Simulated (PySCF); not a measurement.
# From one method to the next for AsF2⁺

Starting from one script, swap the method and compare what comes out for AsF2⁺.

Program: PySCF 2.14.0. Level of theory: method and basis as typed in the scripts. These are calculated values, not measurements.

1 further run of the same task is left out (it didn't finish).

## Step 1: Where the work starts

AsF2⁺: 3 atoms, charge 1, spin multiplicity 1.

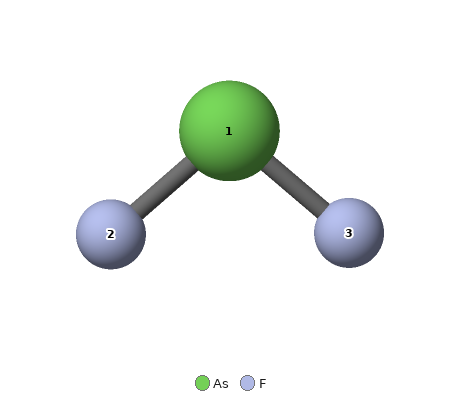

Start geometry, drawn with arsenic green, fluorine light blue; atoms are numbered from 1 in the order of the file.

Geometry (Å):

```xyz
3
AsF2
As    0.0000    0.0000   -0.3631
F     1.2540    0.0000    0.7189
F    -1.2540    0.0000    0.7189
```

## Step 2: The run that the others are compared with

File input.py:

```python
from pyscf import gto, scf
from pyscf.prop.polarizability import rhf as pol

mol = gto.M(
    atom='As 0 0 -0.3631; F 1.254 0 0.7189; F -1.254 0 0.7189',
    basis='6-31g*',
    charge=1,
    spin=0,
    verbose=4,
)
mf = scf.RHF(mol)
mf.kernel()
print('polarizability (a.u.)')
print(pol.Polarizability(mf).polarizability().round(4))
mf.dip_moment()
print('orbital energies (hartree):', mf.mo_energy[..., max(0, mol.nelec[1]-3):mol.nelec[0]+3].round(4))
```

Started as:

```bash
> OMP_NUM_THREADS=1 python input.py
```

## Step 3: Hcth407 (RKS)

Variant 1 changes functional: none (Hartree–Fock) → hcth407; SCF type: RHF → RKS; step after the SCF: polarizability → analyze.

File input.py:

```python
from pyscf import gto, dft

mol = gto.M(
    atom='As 0 0 -0.3631; F 1.254 0 0.7189; F -1.254 0 0.7189',
    basis='6-31g*',
    charge=1,
    spin=0,
    verbose=4,
)
mf = dft.RKS(mol, xc='hcth407')
mf.kernel()
mf.analyze()
print('orbital energies (hartree):', mf.mo_energy[..., max(0, mol.nelec[1]-3):mol.nelec[0]+3].round(4))
```

## Step 4: Tpss (RKS)

Variant 2 changes functional: none (Hartree–Fock) → tpss; SCF type: RHF → RKS; step after the SCF: polarizability → analyze.

File input.py:

```python
from pyscf import gto, dft

mol = gto.M(
    atom='As 0 0 -0.3631; F 1.254 0 0.7189; F -1.254 0 0.7189',
    basis='6-31g*',
    charge=1,
    spin=0,
    verbose=4,
)
mf = dft.RKS(mol, xc='tpss')
mf.kernel()
mf.analyze()
print('orbital energies (hartree):', mf.mo_energy[..., max(0, mol.nelec[1]-3):mol.nelec[0]+3].round(4))
```

Before running it: what results should come out? Wanted: for each run, E(SCF); from base; gap.

The runs gave:

```tsv
run	E(SCF) (hartree)	from base (eV)	cycles	gap (eV)
base	-2432.471017	0	10	13.85
hcth407 (RKS)	-2436.098665	not comparable	9	4.57
tpss (RKS)	-2434.913580	not comparable	9	4.61
```

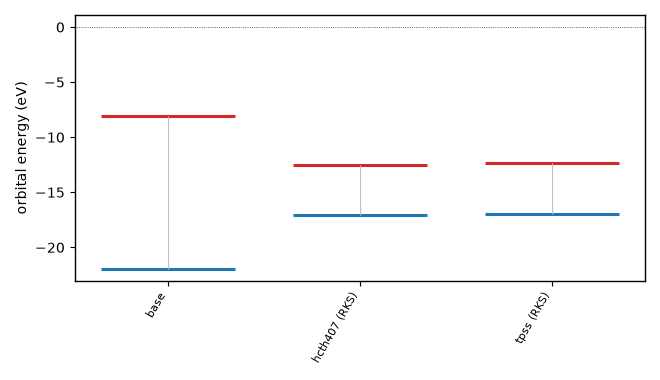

Frontier levels by run: filled blue, empty red.

**Reading.** A lower total energy from another functional means nothing by itself. The dearest run is “tpss (RKS)”, at 7.1 s against 2.3 s.
